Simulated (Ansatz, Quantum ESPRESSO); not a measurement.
# Work-function anisotropy of Pd, part 4 of 6

Which face of Pd holds its electrons most tightly, and does packing explain the order?

Quantum ESPRESSO 7.5; plane-wave DFT, PBE, GBRV ultrasoft pseudopotentials; geometry and cross-check by Ansatz 0.2.0 with PAW datasets.

So far. Step 7 (Geometry from Ansatz of (100)): The relaxation lowers the energy by 6 meV an atom. Held were the atoms numbered 3; the forces quoted are those on the free ones. Step 11 (Potential by pp.x of (100)): On (100) the work function under PBEsol lies +0.12 eV from PBE's.

### 12. Relaxation with Ansatz of (110)

Level of this step: plane-wave DFT, PBE, Ansatz PAW (Ansatz 0.2.0).

System of this step: Pd(110), 7 layers. The cell holds 7 atoms: 7 Pd. Cell: a = 3.890 Å, b = 2.751 Å, c = 24.252 Å, α = 90.0°, β = 90.0°, γ = 90.0°. It derives from Pd. Vacuum lies along c.

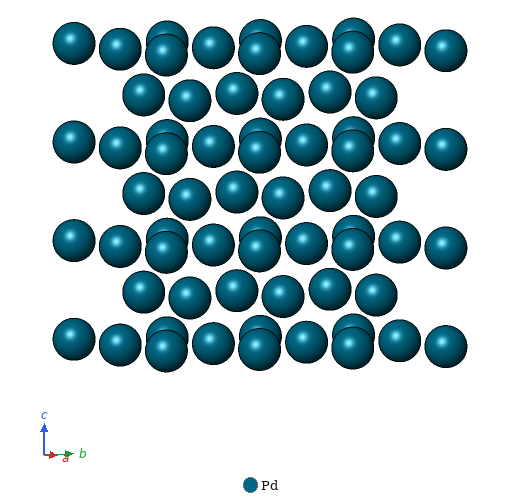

The cell of this step (palladium blue). 2×3×1 cells are drawn. Some periodic images of atoms are drawn too.

input.yaml

```yaml
crystal:
  lattice:
    - [3.89, 0.0, 0.0]
    - [0.0, 2.7506453788, 0.0]
    - [0.0, 0.0, 24.2519361364]
  atoms:
    - { symbol: Pd, position: [0.0, 0.0, 0.3298705701] }
    - { symbol: Pd, position: [0.5, 0.5, 0.3865803801] }
    - { symbol: Pd, position: [0.0, 0.0, 0.44329019] }
    - { symbol: Pd, position: [0.5, 0.5, 0.5] }
    - { symbol: Pd, position: [0.0, 0.0, 0.55670981] }
    - { symbol: Pd, position: [0.5, 0.5, 0.6134196199] }
    - { symbol: Pd, position: [0.0, 0.0, 0.6701294299] }
kpoints:
  mp_grid: { grid: [8, 12, 1] }
hamiltonian:
  xc: pbe
scf:
  occupations: { method: fermi_dirac, width: 0.1 }
  convergence: { dr2_threshold: 1.0e-08 }
efield:
  axis: 3
  dipole_correction: true
  ramp_position: 0.97
  ramp_width: 0.04
relax:
  f_tol: 0.01
  constraints: [{ sites: [2, 3, 4] }]
output:
  write_potential: true
  write_density: true
  volumetric_format: npy
```

Run with:

```bash
$ ansatz run input.yaml --threads 4 --pin off --max-ram 8192MiB --backend cpu --events-out ev --progress --plain --runs-dir out
```

Numbers of over 12 decimals in the logs are rounded to 6 here.

Log:

```text
[...]
Crystal: 7 atoms, lattice volume = 259.496 Å³
Basis set: ecut = 420 eV, 5069 PW (Γ), exchange–correlation on 54×40×360 points (8 copies of the dense FFT grid, shifted against one another)
Bands: 76, of which v1, the nominal top of the filled ones, is band 63 counted from 1 (62 counted from 0)
Symmetry: 4 space group operations
k-points: 35 of 96
[...]
SCF iter   1: F=—  HF=-48808.021977 eV  |F-HF|=—  |Δ(HF+E_count)|=         —  Δρ=1.08e-2  dr2=2.41e0  ethr=1.77e-3  p=0.000 e·Å  D=3.24e-5 V/Å  ΔV_dip=-0.00 eV  dr2_dipole=8.52e-6  V_vac-E_F(+/−)=4.52/4.52 eV  ⟨swp⟩=7.3  Hψ=10725  notcnv=0  defer=61
[...]
SCF iter  11: F=-48807.971807 eV  HF=-48807.971807 eV  |F-HF|=3.30e-8  |Δ(HF+E_count)|=   2.55e-8  Δρ=8.35e-7  dr2=3.16e-9  ethr=7.94e-12  p=-0.000 e·Å  D=-4.05e-7 V/Å  ΔV_dip=0.00 eV  dr2_dipole=2.66e-10  V_vac-E_F(+/−)=4.83/4.83 eV  ⟨swp⟩=9.2  Hψ=17396  notcnv=0
SCF 1 converged in 11 iterations: F = -48807.971807 eV  dr2 = 3.16e-9
[...]
relax step   1: F+E_penalty+E_count = -48807.97180710 eV  Δ(F+E_penalty+E_count) = +0.000e0 eV  max|allowed force component| = 5.598e-1 eV/Å  Δτ_max = 0.0000 Å  (11 SCF iters, accepted)
[...]
SCF iter  11: F=-48808.017621 eV  HF=-48808.017621 eV  |F-HF|=1.05e-8  |Δ(HF+E_count)|=   6.17e-8  Δρ=9.48e-7  dr2=2.24e-9  ethr=7.94e-12  p=0.000 e·Å  D=1.68e-7 V/Å  ΔV_dip=-0.00 eV  dr2_dipole=9.34e-11  V_vac-E_F(+/−)=4.88/4.88 eV  ⟨swp⟩=9.2  Hψ=17210  notcnv=0
SCF 2 converged in 11 iterations: F = -48808.017621 eV  dr2 = 2.24e-9
[...]
relax step   2: F+E_penalty+E_count = -48808.01762111 eV  Δ(F+E_penalty+E_count) = -4.581e-2 eV  max|allowed force component| = 5.153e-2 eV/Å  Δτ_max = 0.1041 Å  (11 SCF iters, accepted)
SCF iter   1: F=—  HF=-48808.019647 eV  |F-HF|=—  |Δ(HF+E_count)|=         —  Δρ=1.39e-3  dr2=4.06e-3  ethr=5.87e-5  p=0.000 e·Å  D=6.33e-7 V/Å  ΔV_dip=-0.00 eV  dr2_dipole=8.16e-10  V_vac-E_F(+/−)=4.87/4.87 eV  ⟨swp⟩=3.1  Hψ=5156  notcnv=0  defer=118
[...]
SCF iter   9: F=-48808.018806 eV  HF=-48808.018806 eV  |F-HF|=6.26e-9  |Δ(HF+E_count)|=   9.30e-8  Δρ=1.31e-6  dr2=8.16e-9  ethr=7.94e-12  p=0.000 e·Å  D=2.73e-7 V/Å  ΔV_dip=-0.00 eV  dr2_dipole=7.08e-11  V_vac-E_F(+/−)=4.87/4.87 eV  ⟨swp⟩=8.1  Hψ=18202  notcnv=0
SCF 3 converged in 9 iterations: F = -48808.018806 eV  dr2 = 8.16e-9
relax step   3: F+E_penalty+E_count = -48808.01880591 eV  Δ(F+E_penalty+E_count) = -1.185e-3 eV  max|allowed force component| = 3.125e-3 eV/Å  Δτ_max = 0.0143 Å  (9 SCF iters, accepted)
[...]
SCF converged after 9 iterations
Free energy (F): -48808.018806 eV
[...]
Internal energy: -48807.538695 eV  (E = F + TS)
E sigma→0 (E₀):  -48807.778751 eV
Entropy (-TS):   -0.480111 eV (-68.587 meV/atom)
Fermi energy:    4.944422 eV
Dipole field:    D = 0.000010 V/Å  (p = 0.000015 e·Å, saw-weighted, corrected)
Work function:   Φ+ = 4.8721 eV   Φ− = 4.8724 eV
[...]
--- Forces (eV/Å), atoms counted from 1 ---
  atom   1  Pd     0.00000000     0.00000000    -0.00312494
  atom   2  Pd     0.00000000     0.00000000    -0.00093314
  atom   3  Pd     0.00000000     0.00000000    -0.30776728
  atom   4  Pd     0.00000000     0.00000000     0.00000017
  atom   5  Pd     0.00000000     0.00000000     0.30776892
  atom   6  Pd     0.00000000     0.00000000     0.00093495
  atom   7  Pd     0.00000000     0.00000000     0.00311874
  max |Σ_I F_I| component: 2.58e-6 eV/Å
--- Band table (eV; the first three rows and the last of 35) ---
  k-point 0: bands = [... 59 lower, 4.4836, 4.5487, 4.6070, 4.7924, 4.7938, 5.0223, 5.1864, 5.5664, ... 9 higher]
  k-point 1: bands = [... 59 lower, 4.3386, 4.5926, 4.6685, 4.6918, 4.7459, 4.9668, 5.1550, 5.6717, ... 9 higher]
  k-point 2: bands = [... 59 lower, 4.1878, 4.5060, 4.5431, 4.5931, 4.7847, 5.0580, 5.1975, 5.9723, ... 9 higher]
  k-point 34: bands = [... 59 lower, 4.9519, 5.0009, 5.0479, 5.1024, 6.8983, 7.0497, 8.7795, 9.0325, ... 9 higher]
--- Relaxed structure (3 steps of the walk, 3 accepted, 0 SCFs on fresh bases) ---
  F+E_penalty+E_count = -48808.01880591 eV   max|allowed force component| = 3.125e-3 eV/Å
  atoms:
    - { symbol: Pd, position: [0.0, 0.0, 0.329044] }
    - { symbol: Pd, position: [0.500000, 0.500000, 0.382863] }
    - { symbol: Pd, position: [0.0, 0.0, 0.44329019] }
    - { symbol: Pd, position: [0.500000, 0.500000, 0.5] }
    - { symbol: Pd, position: [0.0, 0.0, 0.55670981] }
    - { symbol: Pd, position: [0.500000, 0.500000, 0.617137] }
    - { symbol: Pd, position: [0.0, 0.0, 0.670956] }
```

The job ended after 48 s (4 threads of Arm Neoverse V2, shared host; peak memory 0.92 GiB).

The steps of the relaxation:

```csv
step,energy less that of the first step (eV),largest force component (eV/Å)
1,0.0000,0.5598
2,-0.0458,0.0515
3,-0.0470,0.0031
```

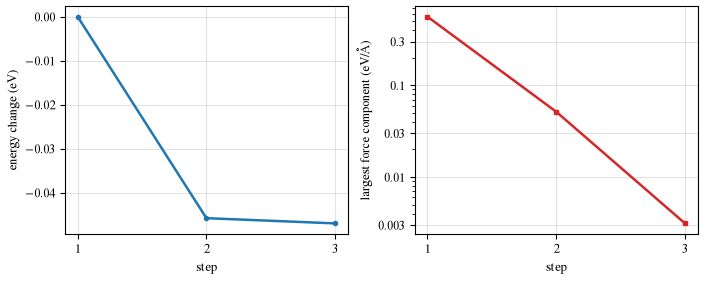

Energy and largest force along the relaxation.

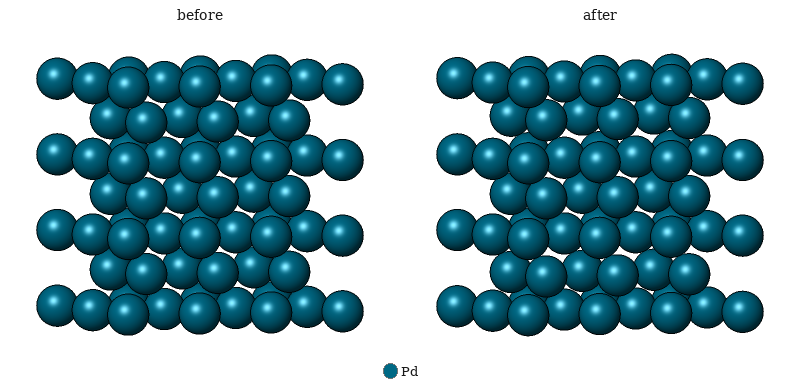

The structure before and after the relaxation, drawn at the same scale.

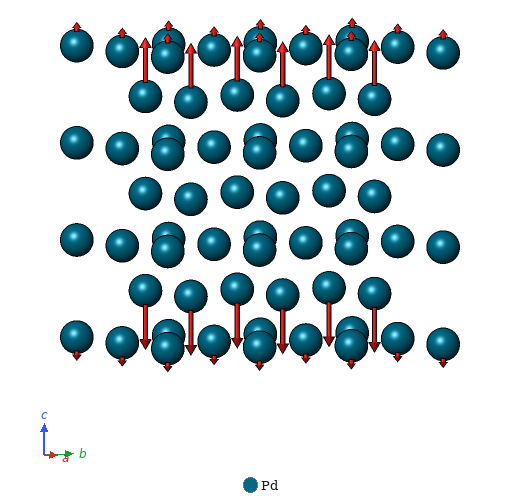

Displacements in the relaxation, exaggerated; the longest in the cell stands for 0.09 Å. 2×3×1 cells are drawn. Some periodic images of atoms are drawn too.

The atoms that moved most (Å):

```csv
atom,dx,dy,dz,length
Pd2,0.000,0.000,-0.090,0.090
Pd6,0.000,0.000,0.090,0.090
Pd7,0.000,0.000,0.020,0.020
Pd1,0.000,0.000,-0.020,0.020
```

The relaxed structure:

```cif
data_structure
_symmetry_space_group_name_H-M 'P 1'
_symmetry_Int_Tables_number 1
_cell_length_a 3.8900
_cell_length_b 2.7506
_cell_length_c 24.2519
_cell_angle_alpha 90.000
_cell_angle_beta 90.000
_cell_angle_gamma 90.000
_cell_volume 259.50
loop_
_atom_site_label
_atom_site_type_symbol
_atom_site_fract_x
_atom_site_fract_y
_atom_site_fract_z
_atom_site_occupancy
Pd1 Pd 0.00000 0.00000 0.32904 1
Pd2 Pd 0.50000 0.50000 0.38286 1
Pd3 Pd 0.00000 0.00000 0.44329 1
Pd4 Pd 0.50000 0.50000 0.50000 1
Pd5 Pd 0.00000 0.00000 0.55671 1
Pd6 Pd 0.50000 0.50000 0.61714 1
Pd7 Pd 0.00000 0.00000 0.67096 1
```

The relaxation lowers the energy by 7 meV an atom. Held were the atoms numbered 3, 4 and 5; the forces quoted are those on the free ones.

This step gave:

* free energy: -48808.0188 eV
* energy at zero smearing: -48807.7788 eV
* smearing term TS: 0.4801 eV
* Fermi energy: 4.944 eV
* symmetry operations: 4
* work function of the upper face: 4.872 eV
* work function of the lower face: 4.872 eV
* dipole along the normal: 1.46e-5 e·Å

(Part 4 of 6 ends here.)

[Logs are printed without paths, hosts, clocks, repeated set-up lines and the standing remarks that a program may print on its own settings, such as how far it seeks lower states.]

[Hosts, paths, dates, database ids (printed as entryN), source tags and the programs' standing remarks are cut or masked in the printed files.]

[Maps of the electrostatic potential energy from Ansatz leave out the sawtooth potential of an applied field or a dipole correction, so their vacuum need not be flat; planar profiles and work functions include it.]
